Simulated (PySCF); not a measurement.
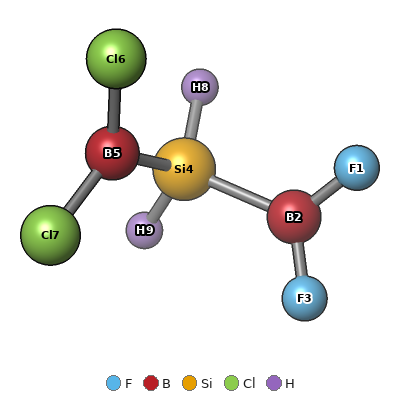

Structure of B₂SiH₂Cl₂F₂, SMILES FB(F)[SiH2]B(Cl)Cl.

GIAO shifts, KT3/pcSseg-2 in PySCF 2.14.0, at a PBE0-D3(BJ)/def2-SVP geometry (no frequency check), against BF₃.OEt₂ for ¹¹B and TMS for ²⁹Si computed at the same level. Gas phase, fully decoupled, line heights follow the number of nuclei, widths are arbitrary (no quadrupolar broadening); values of one conformer, averaged over methyl-type rotors and exact or near symmetry; other conformers aren't averaged in.

Predict the ¹¹B spectrum.

2 signals.


```
δ (ppm)  nuclei  atoms
   72.9       1     B5
   28.0       1     B2
```

How many ²⁹Si lines appear, and where?

1 signal.


```
δ (ppm)  nuclei  atoms
 −104.8       1    Si4
```

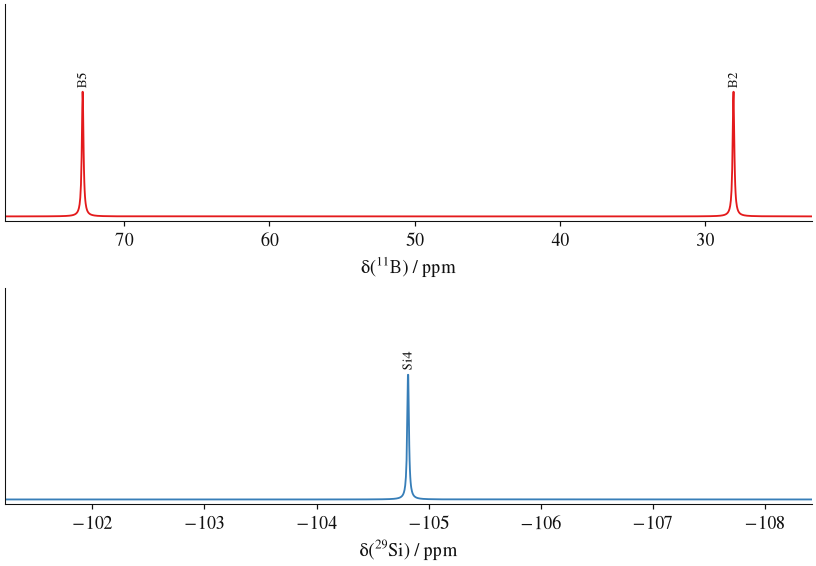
